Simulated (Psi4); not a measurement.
# [NO2]+ (SMILES O=[N+]=O): r2SCAN/aug-pcseg-1 (sweep point 2)

What is the vertical electron affinity of [NO2]+ at r2SCAN/aug-pcseg-1 (sweep point 2)? 

The results are computed with Psi4 1.11.

**1. The structure to begin with**

[NO2]+ has 3 atoms, charge +1, and is taken as a singlet. As SMILES, `O=[N+]=O`. The shape is that of a PBE0-D4/def2-TZVP optimisation.

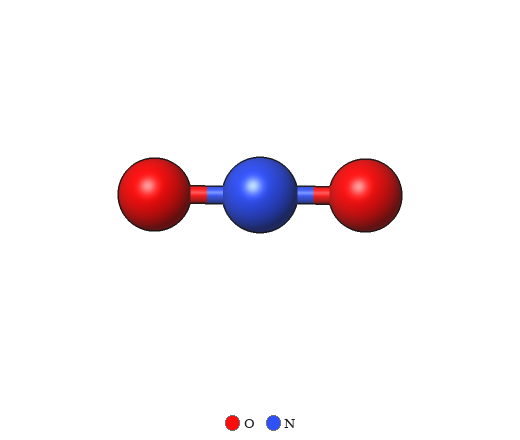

The structure, seen from a chosen angle (oxygen red, nitrogen blue).

**2. A single-point energy at r2SCAN/aug-pcseg-1 (sweep point 2)**

no2.dat reads:

```
memory 1600 mb

molecule {
  1 1
  O     -0.572980     0.927020    -0.209580
  N     -0.000010    -0.000010     0.000000
  O      0.572990    -0.927010     0.209580
  symmetry c1
}

set basis aug-pcseg-1
set puream true
set scf_type pk
set dft_radial_points 99
set dft_spherical_points 590

E, wfn = energy("r2scan", return_wfn=True)
```

Run with:

```console
psi4 -i no2.dat -o no2.out -n 1
```

no2.out:

```text
[...]
  Running in c1 symmetry.
[...]
  Nuclear repulsion =   68.664162171166481
[...]
  Multiplicity = 1
[...]
  Nalpha       = 11
  Nbeta        = 11
[...]
    Number of basis functions: 69
[...]
   @RKS iter   1:  -204.54931690729921    4.79507e-01   5.49744e-03 DIIS/ADIIS
[...]
   @RKS iter   8:  -204.59804564424527   -1.34966e-08   2.92204e-08 DIIS
[...]
    Orbital Energies [Eh]
    ---------------------
    Doubly Occupied:
       1A    -19.475862     2A    -19.475859     3A    -14.821925
       4A     -1.691026     5A     -1.582202     6A     -0.973748
       7A     -0.949054     8A     -0.949054     9A     -0.905330
      10A     -0.734571    11A     -0.734571
[...]
  @RKS Final Energy:  -204.59804564424527
   => Energetics <=
    Nuclear Repulsion Energy =             68.6641621711664811
    One-Electron Energy =                -406.7079424949650956
    Two-Electron Energy =                 156.9655096848257472
    DFT Exchange-Correlation Energy =     -23.5197750052724111
    Empirical Dispersion Energy =           0.0000000000000000
    VV10 Nonlocal Energy =                  0.0000000000000000
    Total Energy =                       -204.5980456442452748
[...]
 Multipole Moments:
 ------------------------------------------------------------------------------------
     Multipole            Electronic (a.u.)      Nuclear  (a.u.)        Total (a.u.)
 ------------------------------------------------------------------------------------
 L = 1.  Multiply by 2.5417464519 to convert [e a0] to [Debye]
 Dipole X            :         -0.0000107            0.0000001           -0.0000106
 Dipole Y            :          0.0000005           -0.0000000            0.0000005
 Dipole Z            :         -0.0000163            0.0000000           -0.0000163
 Magnitude           :                                                    0.0000194
[...]
```

Run time: 11 s. Hardware: 1 thread of Intel Xeon at 2.70GHz, shared host; peak memory 1.1 GiB.

**3. Doublet neutral NO2**

input.dat reads:

```
memory 1600 MB

molecule molecule1 {
  0 2
  O     -0.572980     0.927020    -0.209580
  N     -0.000010    -0.000010     0.000000
  O      0.572990    -0.927010     0.209580
  units angstrom
  symmetry c1
}

set basis aug-pcseg-1
set reference uks
set puream true
set scf_type pk
set dft_radial_points 99
set dft_spherical_points 590
set maxiter 100

energy('r2scan')
print_variables()
```

Run with:

```console
psi4 -i input.dat -o output.dat -n 1
```

output.dat:

```text
[...]
  Running in c1 symmetry.
[...]
  Nuclear repulsion =   68.664162171166481
[...]
  Multiplicity = 2
[...]
  Nalpha       = 12
  Nbeta        = 11
[...]
    Number of basis functions: 69
[...]
   @UKS iter   1:  -204.77606472365605    2.52759e-01   6.81408e-03 DIIS/ADIIS
[...]
   @UKS iter   9:  -204.86025140143121   -3.68833e-08   2.18285e-07 DIIS
[...]
   @S^2 Observed:                7.535579824E-01
[...]
    Orbital Energies [Eh]
    ---------------------
    Alpha Occupied:
       1A    -19.060743     2A    -19.060741     3A    -14.360811
       4A     -1.299424     5A     -1.187110     6A     -0.615262
       7A     -0.589952     8A     -0.574327     9A     -0.542095
      10A     -0.376829    11A     -0.370558    12A     -0.092781
    Alpha Virtual:
      13A     -0.062577    14A     -0.006750    15A      0.069072
      16A      0.076808    17A      0.077060    18A      0.118185
      19A      0.145746    20A      0.145821    21A      0.146355
      22A      0.205482    23A      0.226990    24A      0.227215
      25A      0.290892    26A      0.290990    27A      0.312963
[...]
  @UKS Final Energy:  -204.86025140143121
   => Energetics <=
    Nuclear Repulsion Energy =             68.6641621711664811
    One-Electron Energy =                -415.5640014014073813
    Two-Electron Energy =                 166.0448280049261029
    DFT Exchange-Correlation Energy =     -24.0052401761164234
    Empirical Dispersion Energy =           0.0000000000000000
    VV10 Nonlocal Energy =                  0.0000000000000000
    Total Energy =                       -204.8602514014312135
[...]
 Multipole Moments:
 ------------------------------------------------------------------------------------
     Multipole            Electronic (a.u.)      Nuclear  (a.u.)        Total (a.u.)
 ------------------------------------------------------------------------------------
 L = 1.  Multiply by 2.5417464519 to convert [e a0] to [Debye]
 Dipole X            :         -0.0000071            0.0000001           -0.0000070
 Dipole Y            :          0.0000004           -0.0000000            0.0000004
 Dipole Z            :         -0.0000168            0.0000000           -0.0000168
 Magnitude           :                                                    0.0000182
[...]
```

Run time: 17 s. Hardware: 1 thread of Intel Xeon at 2.70GHz, shared host; peak memory 1.1 GiB.

**4. Outcome**

At r2SCAN/aug-pcseg-1 (sweep point 2):

```
                                               quantity          value
                           singlet [NO2]+: total energy  -204.59805 Eh
                            singlet [NO2]+: HOMO energy      -19.99 eV
                            singlet [NO2]+: LUMO energy      -11.78 eV
                          singlet [NO2]+: HOMO–LUMO gap        8.21 eV
                      doublet neutral NO2: total energy  -204.86025 Eh
                     doublet neutral NO2: dipole moment         0.00 D
doublet neutral NO2: HOMO energy (highest over α and β)       -2.52 eV
 doublet neutral NO2: LUMO energy (lowest over α and β)       -1.70 eV
                              doublet neutral NO2: ⟨S²⟩          0.754
    vertical electron affinity (to the doublet neutral)       7.135 eV
```

What this shows: At fixed nuclei the extra electron is bound by 7.13 eV (688 kJ/mol).
